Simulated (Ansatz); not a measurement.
**CH9NSn: nudged elastic band**

- system: CH9NSn
- method: RKS B3LYP-D4/def2-SVP (Ansatz 0.2.0)

It belongs to a series of runs on one base structure; here: band between the two ends.

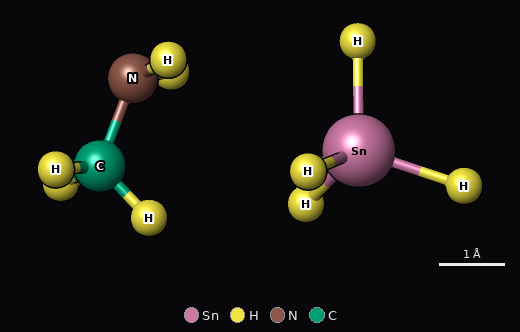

*The input geometry (ball-and-stick view, seen on its broad side). Sticks mark near contacts.*

**Key numbers**

- outcome: converged
- barrier, forward: 1.693 eV
- barrier, backward: 1.252 eV
- hardware: 2 threads of Arm Neoverse V1, 24 GiB of memory available, shared host
- wall time: 5.6 min (CPU time 11 min)
- peak memory: 0.22 GiB

The order of the saddle point was not checked.

**Input**
```yaml
crystal:
  periodic: [false, false, false]
  atoms:
    - { symbol: Sn, position_ang: [-1.646983, 1.244463, -0.625133] }
    - { symbol: H, position_ang: [-0.164972, 2.065987, -0.354076] }
    - { symbol: H, position_ang: [-1.357391, -0.180563, -1.536871] }
    - { symbol: H, position_ang: [-2.361266, 0.829953, 0.880575] }
    - { symbol: H, position_ang: [-2.716366, 2.26962, -1.493981] }
    - { symbol: H, position_ang: [0.546694, 0.016643, 1.548863] }
    - { symbol: "N", position_ang: [0.671598, -0.931614, 1.197049] }
    - { symbol: C, position_ang: [1.607482, -0.981868, 0.084136] }
    - { symbol: H, position_ang: [-0.247219, -1.287298, 0.93956] }
    - { symbol: H, position_ang: [1.339008, -0.378652, -0.809864] }
    - { symbol: H, position_ang: [1.728796, -2.025568, -0.25107] }
    - { symbol: H, position_ang: [2.600618, -0.641102, 0.420715] }
basis:
  gaussian: { orbitals: def2-SVP }
hamiltonian:
  xc: b3lyp
  dispersion: d4
neb:
  order_check: false
  images: 5
  f_tol: 0.05
  max_iterations: 60
  final_atoms:
    - { symbol: Sn, position_ang: [-1.70096688, 0.14190924, -0.69342656] }
    - { symbol: H, position_ang: [1.34226087, 1.92133481, 2.35017809] }
    - { symbol: H, position_ang: [-2.28667332, -1.24263783, -1.55188088] }
    - { symbol: H, position_ang: [-2.83724919, 0.63846737, 0.49310027] }
    - { symbol: H, position_ang: [-1.31764238, 1.39165905, -1.80678338] }
    - { symbol: H, position_ang: [0.9859579, 1.47608985, 1.83891076] }
    - { symbol: "N", position_ang: [0.04811021, -0.24517346, 0.33144303] }
    - { symbol: C, position_ang: [1.2141826, -0.73874371, -0.38552061] }
    - { symbol: H, position_ang: [-0.11711595, -0.77711117, 1.18494818] }
    - { symbol: H, position_ang: [1.43314573, -0.08305984, -1.24564727] }
    - { symbol: H, position_ang: [1.12914657, -1.77359117, -0.78025777] }
    - { symbol: H, position_ang: [2.10684282, -0.70914213, 0.26483915] }
  initial_path:
    images:
      - { positions_ang: [[-1.646983, 1.244463, -0.625133], [-0.164972, 2.065987, -0.354076], [-1.357391, -0.180563, -1.536871], [-2.361266, 0.829953, 0.880575], [-2.716366, 2.26962, -1.493981], [0.546694, 0.016643, 1.548863], [0.671598, -0.931614, 1.197049], [1.607482, -0.981868, 0.084136], [-0.247219, -1.287298, 0.93956], [1.339008, -0.378652, -0.809864], [1.728796, -2.025568, -0.25107], [2.600618, -0.641102, 0.420715]] }
      - { positions_ang: [[-1.61832205, 1.04085763, -0.54849175], [-0.18664862, 1.94309149, 0.1198365], [-1.57419892, -0.36139029, -1.47834383], [-2.55276744, 0.84901589, 0.78541196], [-2.24398974, 2.13496834, -1.51184412], [0.48406621, 0.31486321, 1.39369544], [0.5994685, -0.73582263, 0.99937856], [1.583388, -0.94719295, -0.00546242], [-0.09339956, -1.19813895, 1.06729899], [1.4802684, -0.30988311, -0.86730914], [1.57783696, -1.96470453, -0.37787558], [2.54429728, -0.76566312, 0.42360839]] }
      - { positions_ang: [[-1.5896611, 0.83725227, -0.47185049], [-0.20832523, 1.82019599, 0.59374901], [-1.79100684, -0.54221757, -1.41981667], [-2.74426888, 0.86807877, 0.69024893], [-1.77161348, 2.00031668, -1.52970724], [0.42143842, 0.61308343, 1.23852787], [0.52733899, -0.54003126, 0.80170812], [1.55929399, -0.9125179, -0.09506083], [0.06041988, -1.1089799, 1.19503797], [1.62152879, -0.24111422, -0.92475428], [1.42687791, -1.90384105, -0.50468117], [2.48797656, -0.89022424, 0.42650177]] }
      - { positions_ang: [[-1.56100016, 0.6336469, -0.39520924], [-0.23000185, 1.69730048, 1.06766151], [-2.00781476, -0.72304486, -1.3612895], [-2.93577032, 0.88714166, 0.59508589], [-1.29923723, 1.86566503, -1.54757036], [0.35881063, 0.91130364, 1.08336031], [0.45520949, -0.34423989, 0.60403768], [1.53519999, -0.87784285, -0.18465925], [0.21423932, -1.01982085, 1.32277696], [1.76278919, -0.17234533, -0.98219941], [1.27591887, -1.84297758, -0.63148675], [2.43165584, -1.01478536, 0.42939516]] }
      - { positions_ang: [[-1.60765573, 0.46973435, -0.49461501], [0.29408572, 1.77197859, 1.49516704], [-2.10076761, -0.89624252, -1.42481996], [-2.90292994, 0.80425023, 0.56109069], [-1.30537228, 1.70766303, -1.6339747], [0.56785972, 1.09956571, 1.33521046], [0.31950973, -0.31121774, 0.5131728], [1.42819419, -0.83147647, -0.25161304], [0.10378756, -0.93891762, 1.27683403], [1.65290804, -0.1425835, -1.07001537], [1.22699477, -1.81984878, -0.68107709], [2.32338484, -0.91290428, 0.37454316]] }
      - { positions_ang: [[-1.6543113, 0.30582179, -0.59402079], [0.8181733, 1.8466567, 1.92267256], [-2.19372046, -1.06944017, -1.48835042], [-2.87008957, 0.7213588, 0.52709548], [-1.31150733, 1.54966104, -1.72037904], [0.77690881, 1.28782778, 1.58706061], [0.18380997, -0.2781956, 0.42230791], [1.3211884, -0.78511009, -0.31856682], [-0.0066642, -0.85801439, 1.2308911], [1.54302688, -0.11282167, -1.15783132], [1.17807067, -1.79671998, -0.73066743], [2.21511383, -0.81102321, 0.31969115]] }
      - { positions_ang: [[-1.70096688, 0.14190924, -0.69342656], [1.34226087, 1.92133481, 2.35017809], [-2.28667332, -1.24263783, -1.55188088], [-2.83724919, 0.63846737, 0.49310027], [-1.31764238, 1.39165905, -1.80678338], [0.9859579, 1.47608985, 1.83891076], [0.04811021, -0.24517346, 0.33144303], [1.2141826, -0.73874371, -0.38552061], [-0.11711595, -0.77711117, 1.18494818], [1.43314573, -0.08305984, -1.24564727], [1.12914657, -1.77359117, -0.78025777], [2.10684282, -0.70914213, 0.26483915]] }
```

Launch command:
```bash
ansatz run input.yaml --threads 2 --pin off --max-ram 3072MiB --backend cpu --events-out ev --progress --plain --runs-dir out
```

**Output**
```
Engine: ansatz 0.2.0, aarch64-unknown-linux-gnu
Functional definition: B3LYP
  parameter a0 = 0.2
  parameter ax = 0.72
  parameter ac = 0.81
  exchange = (1 - a0 - ax)*slater_x + ax*b88_x + a0*exact_x
  correlation = (1 - ac)*vwn_rpa_c + ac*lyp_c
1193 factors; integrals over basis functions are off by at most 3.3e-4 eV
mean field evaluation 1: about -8498.1528 eV, gradient 5.1e1 eV
mean field evaluation 2: about -8491.0805 eV, gradient 7.4e1 eV
mean field evaluation 4: about -8504.0589 eV, gradient 3.7e0 eV
mean field evaluation 8: about -8504.1035 eV, gradient 5.9e-2 eV
mean field -8504.10351830 eV, -312.5200400091 hartree, gradient 3.9e-5 eV, S^2 0.000000; 0 other end points of the search recorded, 0 dependent functions left out
the calculation of the forces begins
reference -8504.10380661 eV, -312.5200506045 hartree; 22, 22 occupied and 77, 77 virtual orbitals, 1193 factors
1194 factors; integrals over basis functions are off by at most 8.7e-4 eV
mean field evaluation 16: about -8496.3186 eV, gradient 5.6e1 eV
mean field -8503.62927073 eV, -312.5026117322 hartree, gradient 6.8e-6 eV, S^2 0.000000; 0 other end points of the search recorded, 0 dependent functions left out
[... from here on the field's lines of each further geometry are left out, up to the last ...]
NEB iter   1: max|band force component| = 1.395e1 eV/Å  barrier→ = 3.1950 eV  barrier← = 2.7538 eV  Δτ_max = 0.2000 Å  (176 SCF iters)
NEB iter   2: max|band force component| = 3.330e0 eV/Å  barrier→ = 1.8854 eV  barrier← = 1.4442 eV  Δτ_max = 0.1992 Å  (141 SCF iters)
NEB iter   3: max|band force component| = 1.455e0 eV/Å  barrier→ = 1.7822 eV  barrier← = 1.3410 eV  Δτ_max = 0.2000 Å  (138 SCF iters)
NEB iter   4: max|band force component| = 2.455e0 eV/Å  barrier→ = 1.8189 eV  barrier← = 1.3777 eV  Δτ_max = 0.1010 Å  (138 SCF iters)
NEB iter   5: max|band force component| = 1.121e0 eV/Å  barrier→ = 1.7071 eV  barrier← = 1.2659 eV  Δτ_max = 0.2000 Å  (128 SCF iters)
NEB iter   6: max|band force component| = 4.699e0 eV/Å  barrier→ = 1.6103 eV  barrier← = 1.1692 eV  Δτ_max = 0.0996 Å  (130 SCF iters)
NEB iter   7: max|band force component| = 1.282e0 eV/Å  barrier→ = 1.3845 eV  barrier← = 0.9433 eV  Δτ_max = 0.1454 Å  (129 SCF iters)
NEB iter   8: max|band force component| = 6.716e-1 eV/Å  barrier→ = 1.1136 eV  barrier← = 0.6724 eV  Δτ_max = 0.1035 Å  (129 SCF iters)
NEB iter   9: max|band force component| = 1.109e0 eV/Å  barrier→ = 0.9762 eV  barrier← = 0.5350 eV  Δτ_max = 0.0514 Å  (126 SCF iters)
NEB iter  10: max|band force component| = 5.434e-1 eV/Å  barrier→ = 0.8945 eV  barrier← = 0.4533 eV  Δτ_max = 0.1029 Å  (119 SCF iters)
NEB iter  11: max|band force component| = 1.258e0 eV/Å  barrier→ = 0.9258 eV  barrier← = 0.4846 eV  Δτ_max = 0.0527 Å  (121 SCF iters)
NEB iter  12: max|band force component| = 8.517e-1 eV/Å  barrier→ = 0.8301 eV  barrier← = 0.3889 eV  CI = image 3  Δτ_max = 0.1039 Å  (121 SCF iters)
NEB iter  13: max|band force component| = 6.741e-1 eV/Å  barrier→ = 0.8844 eV  barrier← = 0.4432 eV  CI = image 3  Δτ_max = 0.2000 Å  (114 SCF iters)
NEB iter  14: max|band force component| = 2.348e0 eV/Å  barrier→ = 1.1915 eV  barrier← = 0.7503 eV  CI = image 3  Δτ_max = 0.0997 Å  (126 SCF iters)
NEB iter  15: max|band force component| = 1.756e0 eV/Å  barrier→ = 1.3571 eV  barrier← = 0.9159 eV  CI = image 3  Δτ_max = 0.2000 Å  (125 SCF iters)
NEB iter  16: max|band force component| = 7.871e-1 eV/Å  barrier→ = 1.7351 eV  barrier← = 1.2939 eV  CI = image 3  Δτ_max = 0.1987 Å  (136 SCF iters)
NEB iter  17: max|band force component| = 1.255e0 eV/Å  barrier→ = 1.7742 eV  barrier← = 1.3330 eV  CI = image 3  Δτ_max = 0.0999 Å  (129 SCF iters)
NEB iter  18: max|band force component| = 7.764e-1 eV/Å  barrier→ = 1.7266 eV  barrier← = 1.2854 eV  CI = image 3  Δτ_max = 0.1665 Å  (126 SCF iters)
NEB iter  19: max|band force component| = 9.108e-1 eV/Å  barrier→ = 1.7091 eV  barrier← = 1.2679 eV  CI = image 3  Δτ_max = 0.0818 Å  (123 SCF iters)
NEB iter  20: max|band force component| = 1.115e-1 eV/Å  barrier→ = 1.6989 eV  barrier← = 1.2577 eV  CI = image 3  Δτ_max = 0.0233 Å  (118 SCF iters)
NEB iter  21: max|band force component| = 1.089e-1 eV/Å  barrier→ = 1.6965 eV  barrier← = 1.2553 eV  CI = image 3  Δτ_max = 0.0379 Å  (109 SCF iters)
NEB iter  22: max|band force component| = 8.718e-2 eV/Å  barrier→ = 1.6950 eV  barrier← = 1.2538 eV  CI = image 3  Δτ_max = 0.0752 Å  (117 SCF iters)
NEB iter  23: max|band force component| = 1.174e-1 eV/Å  barrier→ = 1.6943 eV  barrier← = 1.2532 eV  CI = image 3  Δτ_max = 0.0375 Å  (112 SCF iters)
NEB iter  24: max|band force component| = 8.311e-2 eV/Å  barrier→ = 1.6935 eV  barrier← = 1.2524 eV  CI = image 3  Δτ_max = 0.0375 Å  (127 SCF iters)
NEB iter  25: max|band force component| = 4.424e-2 eV/Å  barrier→ = 1.6932 eV  barrier← = 1.2520 eV  CI = image 3  Δτ_max = 0.0291 Å  (115 SCF iters)
the calculation of the forces begins
reference -8503.61728778 eV, -312.5021713671 hartree; 22, 22 occupied and 77, 77 virtual orbitals, 1195 factors
1195 factors; integrals over basis functions are off by at most 1.1e-3 eV
mean field evaluation 928: about -8502.3248 eV, gradient 3.0e-3 eV
mean field -8502.32481226 eV, -312.4546737677 hartree, gradient 1.5e-5 eV, S^2 0.000000; 1 other end points of the search recorded, 0 dependent functions left out
the calculation of the forces begins
reference -8502.32509277 eV, -312.4546840765 hartree; 22, 22 occupied and 77, 77 virtual orbitals, 1195 factors
NEB iter  26: max|band force component| = 4.669e-2 eV/Å  barrier→ = 1.6933 eV  barrier← = 1.2521 eV  CI = image 3  Δτ_max = 0.0000 Å  (151 SCF iters)
```

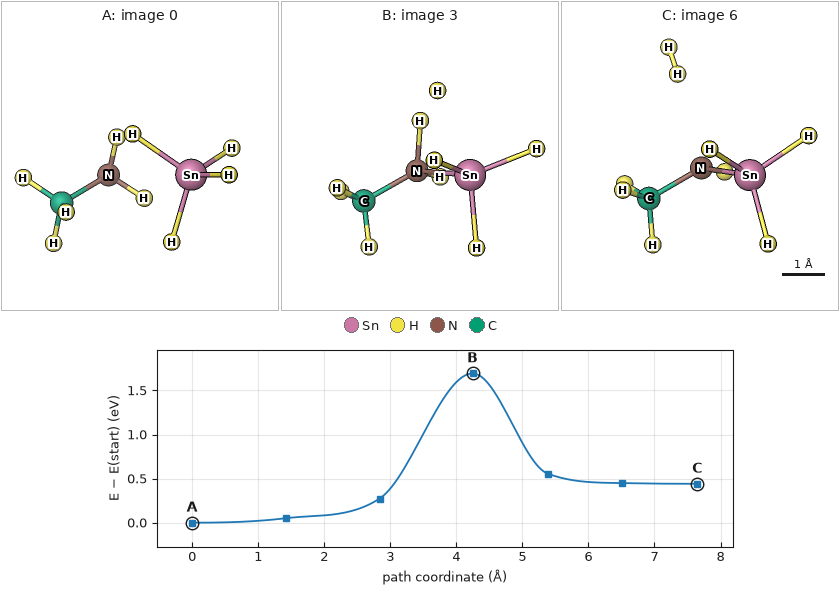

*Images of the last band (counted from 0; ball-and-stick, seen at a tilt) above the energy along the path; the line is a cubic interpolation that uses the forces.*

The highest image is number 3, 1.693 eV above the start and 1.252 eV above the end (the climbing image); the end lies 0.441 eV above the start. The path is 7.65 Å long. The band converged in 26 iterations.

```
Total energy: -8502.69114110 eV, -312.4681361046 hartree
Atom 0 at    -1.470697     0.553756    -0.367602 Å, force     0.007845     0.001640    -0.022056 eV/Å
Atom 1 at    -0.213010     1.839093     1.040377 Å, force    -0.026409    -0.021784     0.015380 eV/Å
Atom 2 at    -1.833458    -0.917922    -1.241334 Å, force    -0.000092     0.006760     0.001834 eV/Å
Atom 3 at    -2.800266     0.833452     0.677834 Å, force     0.006522     0.009593     0.008761 eV/Å
Atom 4 at    -1.111361     1.740488    -1.549136 Å, force    -0.003876    -0.006190    -0.003984 eV/Å
Atom 5 at     0.308123     0.880257     1.019111 Å, force     0.038241     0.016719    -0.038401 eV/Å
Atom 6 at     0.343487    -0.309101     0.600789 Å, force    -0.026212    -0.009594     0.043907 eV/Å
Atom 7 at     1.444666    -0.821275    -0.214465 Å, force    -0.000241     0.017717    -0.002551 eV/Å
Atom 8 at     0.092371    -0.963468     1.349346 Å, force     0.006174    -0.018400    -0.009255 eV/Å
Atom 9 at     1.789606    -0.024659    -0.893937 Å, force     0.003198    -0.003258    -0.001727 eV/Å
Atom 10 at     1.149075    -1.687572    -0.831707 Å, force    -0.005025     0.005483     0.005972 eV/Å
Atom 11 at     2.301463    -1.123049     0.410626 Å, force    -0.000123     0.001315     0.002121 eV/Å
Dipole moment:     0.194918    -0.515428    -0.057693 e Å
this run last wrote the band of iteration 26 to [file]; this run last wrote the band within `neb.f_tol` of iteration 25 to [file]
```

**The last band as extended XYZ (Å, eV, eV/Å)**
```
12
Properties=species:S:1:pos:R:3:forces:R:3 image=0 energy=-8504.38415
Sn   -1.6470    1.2445   -0.6251    0.0089  -0.0169   0.0037
H    -0.1650    2.0660   -0.3541   -0.0041  -0.0011  -0.0015
H    -1.3574   -0.1806   -1.5369   -0.0036   0.0110   0.0050
H    -2.3613    0.8300    0.8806    0.0015   0.0039  -0.0032
H    -2.7164    2.2696   -1.4940   -0.0025   0.0039  -0.0034
H     0.5467    0.0166    1.5489    0.0041  -0.0219  -0.0054
N     0.6716   -0.9316    1.1970    0.0025   0.0218  -0.0155
C     1.6075   -0.9819    0.0841    0.0177  -0.0004  -0.0071
H    -0.2472   -1.2873    0.9396   -0.0091  -0.0045   0.0022
H     1.3390   -0.3787   -0.8099   -0.0030  -0.0157   0.0215
H     1.7288   -2.0256   -0.2511   -0.0060   0.0213   0.0085
H     2.6006   -0.6411    0.4207   -0.0065  -0.0015  -0.0048
12
Properties=species:S:1:pos:R:3:forces:R:3 image=1 energy=-8504.33328
Sn   -1.7158    1.1404   -0.5596   -0.0048   0.0367  -0.0179
H    -0.3665    1.8599    0.2177    0.0111  -0.0064  -0.0235
H    -1.3028   -0.3843   -1.2277    0.0092   0.0170   0.0065
H    -2.9740    0.9305    0.5906    0.0067  -0.0015  -0.0028
H    -2.2345    2.1806   -1.8214   -0.0525   0.0133  -0.0100
H     0.8569    0.1203    1.5856    0.0106  -0.0257   0.0298
N     0.8613   -0.8337    1.2284    0.0357  -0.0205   0.0538
C     1.5834   -0.9322   -0.0286    0.0070  -0.0083   0.0026
H    -0.1080   -1.1304    1.1421   -0.0384   0.0031  -0.0464
H     1.3459   -0.1591   -0.7907   -0.0280  -0.0101   0.0063
H     1.3851   -1.9099   -0.4955    0.0218  -0.0181   0.0241
H     2.6690   -0.8820    0.1590    0.0216   0.0207  -0.0224
12
Properties=species:S:1:pos:R:3:forces:R:3 image=2 energy=-8504.11086
Sn   -1.5766    0.9312   -0.4236   -0.0438   0.1649  -0.0377
H    -0.4305    1.8447    0.5259   -0.0986   0.0224  -0.2346
H    -1.4730   -0.6220   -1.1776    0.1261   0.1430   0.0180
H    -2.9775    0.8854    0.5788   -0.0705   0.0138  -0.0380
H    -1.7519    2.0080   -1.7672   -0.2542   0.0986  -0.1000
H     0.6817    0.4062    1.2835    0.1594  -0.2276   0.0908
N     0.4646   -0.4795    0.8252    0.0929  -0.0533   0.1272
C     1.4886   -0.8721   -0.1337   -0.0177  -0.0101   0.0632
H     0.3050   -1.1856    1.5404    0.0808  -0.1103   0.0642
H     1.6962   -0.0354   -0.8218   -0.0394   0.0024   0.0402
H     1.1244   -1.7081   -0.7532   -0.0056  -0.0148   0.0360
H     2.4490   -1.1728    0.3233    0.0707  -0.0289  -0.0292
12
Properties=species:S:1:pos:R:3:forces:R:3 image=3 energy=-8502.69086
Sn   -1.4707    0.5538   -0.3676    0.0078   0.0016  -0.0221
H    -0.2130    1.8391    1.0404   -0.0264  -0.0218   0.0154
H    -1.8335   -0.9179   -1.2413   -0.0001   0.0068   0.0018
H    -2.8003    0.8335    0.6778    0.0065   0.0096   0.0088
H    -1.1114    1.7405   -1.5491   -0.0039  -0.0062  -0.0040
H     0.3081    0.8803    1.0191    0.0382   0.0167  -0.0384
N     0.3435   -0.3091    0.6008   -0.0262  -0.0096   0.0439
C     1.4447   -0.8213   -0.2145   -0.0002   0.0177  -0.0026
H     0.0924   -0.9635    1.3493    0.0062  -0.0184  -0.0093
H     1.7896   -0.0247   -0.8939    0.0032  -0.0033  -0.0017
H     1.1491   -1.6876   -0.8317   -0.0050   0.0055   0.0060
H     2.3015   -1.1230    0.4106   -0.0001   0.0013   0.0021
12
Properties=species:S:1:pos:R:3:forces:R:3 image=4 energy=-8503.82752
Sn   -1.4613    0.2750   -0.4614    0.0021  -0.0966  -0.0388
H     0.0740    2.2379    1.4336    0.0834   0.1228   0.1045
H    -2.0897   -0.9690   -1.4742   -0.0740  -0.0270  -0.0769
H    -2.5969    0.7090    0.7513    0.0514  -0.0455   0.0010
H    -1.0014    1.6338   -1.4062    0.0323  -0.0517   0.0234
H     0.3112    1.5140    1.3097   -0.0109   0.2086   0.0883
N     0.2440   -0.4306    0.4851   -0.0277  -0.0330  -0.0302
C     1.3719   -0.8920   -0.3086   -0.0288  -0.0152  -0.0150
H     0.0290   -1.0707    1.2482   -0.0190  -0.0284  -0.0270
H     1.7167   -0.0845   -0.9781   -0.0138  -0.0128  -0.0096
H     1.1750   -1.7812   -0.9438    0.0255  -0.0249  -0.0219
H     2.2276   -1.1416    0.3442   -0.0205   0.0038   0.0023
12
Properties=species:S:1:pos:R:3:forces:R:3 image=5 energy=-8503.93533
Sn   -1.5681    0.2007   -0.5894    0.0000  -0.0025  -0.0023
H     0.6934    2.3115    2.0815    0.0087   0.0021   0.0082
H    -2.2282   -1.0553   -1.5796   -0.0013  -0.0024  -0.0023
H    -2.6690    0.6347    0.6530   -0.0020  -0.0021  -0.0028
H    -1.1226    1.5367   -1.5711   -0.0021  -0.0019  -0.0031
H     0.6272    1.6591    1.6862    0.0030   0.0023   0.0043
N     0.1598   -0.3863    0.3749   -0.0002  -0.0006  -0.0020
C     1.2855   -0.8899   -0.3979   -0.0026   0.0019   0.0001
H    -0.0332   -0.9784    1.1816   -0.0017   0.0018  -0.0008
H     1.5574   -0.1644   -1.1837   -0.0016  -0.0014  -0.0017
H     1.1217   -1.8666   -0.9016   -0.0001  -0.0006   0.0021
H     2.1761   -1.0017    0.2460    0.0000   0.0032   0.0003
12
Properties=species:S:1:pos:R:3:forces:R:3 image=6 energy=-8503.94297
Sn   -1.7010    0.1419   -0.6934    0.0050  -0.0063  -0.0032
H     1.3423    1.9213    2.3502   -0.0055  -0.0086  -0.0092
H    -2.2867   -1.2426   -1.5519    0.0019   0.0042   0.0005
H    -2.8372    0.6385    0.4931    0.0031   0.0030  -0.0026
H    -1.3176    1.3917   -1.8068   -0.0051  -0.0011   0.0035
H     0.9860    1.4761    1.8389    0.0049   0.0082   0.0083
N     0.0481   -0.2452    0.3314   -0.0147   0.0156   0.0076
C     1.2142   -0.7387   -0.3855    0.0072  -0.0095  -0.0046
H    -0.1171   -0.7771    1.1849    0.0028  -0.0076  -0.0024
H     1.4331   -0.0831   -1.2456   -0.0023  -0.0009   0.0006
H     1.1291   -1.7736   -0.7803    0.0004   0.0012   0.0025
H     2.1068   -0.7091    0.2648    0.0022   0.0017  -0.0010
```
